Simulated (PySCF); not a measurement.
## H₂S: a changed input and its effect

System: H₂S.
Method of run 1: RKS PBE-D4/def2-TZVPP, density fitting (PySCF 2.14.0).

The geometry comes from this level: PBE0-D4/def2-TZVP. Text and figures count atoms from 1; the logs count them from 0 in places.

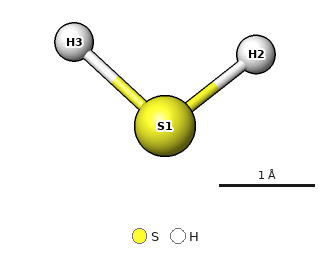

The input geometry (ball-and-stick view, seen at a tilt; atoms are numbered from 1 in the order of the input). Bond lengths as drawn: H–S 1.34 Å.

### Input file, run 1
```python
import json, numpy as np
from pyscf import gto, scf, dft, mp, cc
EV, BOHR = 27.211386245988, 0.529177210903
mol = gto.M(atom="""
S 0.982590 1.851806 -0.637548
H 0.913740 2.149334 0.668613
H 2.091902 1.117155 -0.467169
""", basis="def2-tzvpp", charge=0, spin=0, max_memory=8670, verbose=0)
def mean_field(mol, dm=None):
    mf = dft.RKS(mol, xc="pbe").density_fit()
    mf.conv_tol = 1e-9; mf.grids.level = 4
    mf.kernel(dm0=dm)
    if not mf.converged: mf = mf.newton().run(mf.mo_coeff, mf.mo_occ)
    assert mf.converged
    return mf
def d4(mol):
    from pyscf.dispersion.dftd4 import DFTD4Dispersion
    real = gto.M(atom=[(mol.atom_pure_symbol(i), mol.atom_coord(i)) for i in range(3)], unit='B', charge=mol.charge, spin=None, basis='def2-svp', verbose=0)
    r = DFTD4Dispersion(real, xc="pbe", atm=True).get_dispersion(grad=True); return r["energy"], r["gradient"]
def energy_and_gradient(mol, dm=None):
    mf = mean_field(mol, dm); e, g = d4(mol)
    return mf, (mf.e_tot + e) * EV, (mf.nuc_grad_method().kernel()[:3] + g) * EV / BOHR
out = {}
mf = mean_field(mol); e = d4(mol)[0]
out.update(energy=(mf.e_tot + e) * EV, converged=True, dispersion=e * EV)
out['s2'] = mf.spin_square()[0]; out['nelec'] = mol.nelec
print(f"Total energy {out['energy']:.6f} eV, <S^2> {out['s2']:.4f}")
json.dump(out, open("out.json", "w"), default=float)
```

Command:
```bash
OMP_NUM_THREADS=4 python run.py
```

Hardware: 4 threads of Arm Neoverse V1, 23 GiB of memory available, shared host.

### Output (run 1)
```
Total energy -10863.562232 eV, <S^2> 0.0000
```

The input of run 2 differs as follows (lines with − go, lines with + come):
```diff
-    mf = dft.RKS(mol, xc="pbe").density_fit()
+    mf = dft.RKS(mol, xc="pbe0").density_fit()
-    r = DFTD4Dispersion(real, xc="pbe", atm=True).get_dispersion(grad=True); return r["energy"], r["gradient"]
+    r = DFTD4Dispersion(real, xc="pbe0", atm=True).get_dispersion(grad=True); return r["energy"], r["gradient"]
```

How does run 2 compare with run 1?

The total energies belong to different models, so their difference says nothing on which is more stable or more accurate. The functional changes from PBE to PBE0.

### Output (run 2)
```
Total energy -10864.496901 eV, <S^2> 0.0000
```

### The two runs side by side

| quantity | run 1 | run 2 |
| --- | --- | --- |
| outcome | converged | converged |
| total energy (hartree) | −399.228548 | −399.262897 |
| basis functions | 70 | 70 |
| wall time (shared host) | 1.4 s | 1.4 s |
